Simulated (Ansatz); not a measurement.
# Hypothetical CdI2 type CeO2: response to strain

Base system: CeO2 in the CdI2 type structure (space group P-3m1, No. 164; a = 3.567 Å, c = 4.334 Å; a hypothetical phase, not in the database extracts checked). Axes: x lies along a and z along c of the hexagonal cell.

Strains are applied to the cell and any free atomic positions relax; under biaxial strain the out-of-plane vector relaxes too.

Method: Ansatz (a quantum-chemistry and plane-wave program), PBEsol-D3(BJ), PAW, cutoff 420 eV, no SOC.

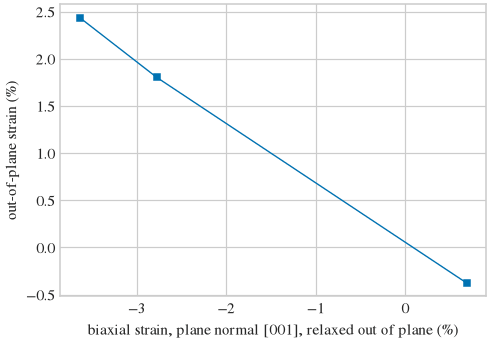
Fig. 1. Out-of-plane strain against biaxial strain, plane normal [001], relaxed out of plane

```csv
"biaxial strain, plane normal [001], relaxed out of plane (%)",out-of-plane strain
-3.64,+2.44 %
-2.78,+1.80 %
0.69,-0.38 %
```

Stability against distortions was not tested. Seeded moments were not kept for the base. The final runs are not spin-polarised.
